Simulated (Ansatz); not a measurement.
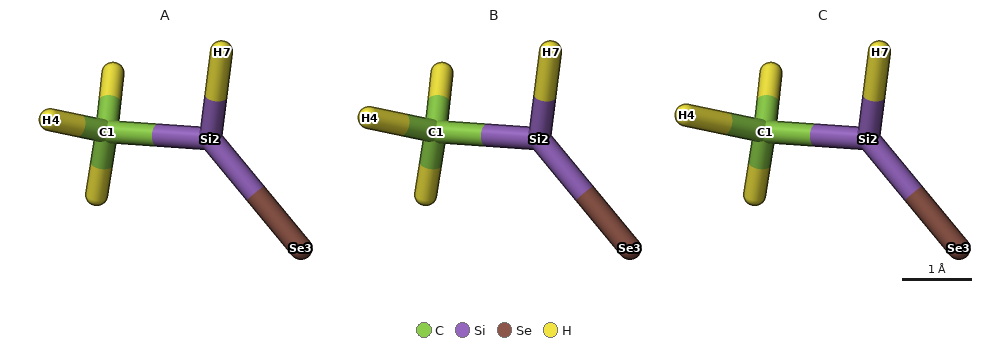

A scan of CH4SeSi along one coordinate. Style: stick. Shown from a free direction.

Level of theory: CCSD(T) (def2-TZVPP, Ansatz), on geometries moved rigidly from the minimum at PBE0-D4/def2-TZVP. Coupled cluster with a frozen core. Energies are counted from the PBE0-D4/def2-TZVP minimum geometry at the same level.

> What is being scanned?

One C–H bond length is varied, with the rest of the molecule carried along rigidly. In the frames the distance is 1.021 Å (A), 1.203 Å (B), 1.423 Å (C). Their energies are 2.3 kcal/mol, 3.7 kcal/mol, 22.9 kcal/mol.
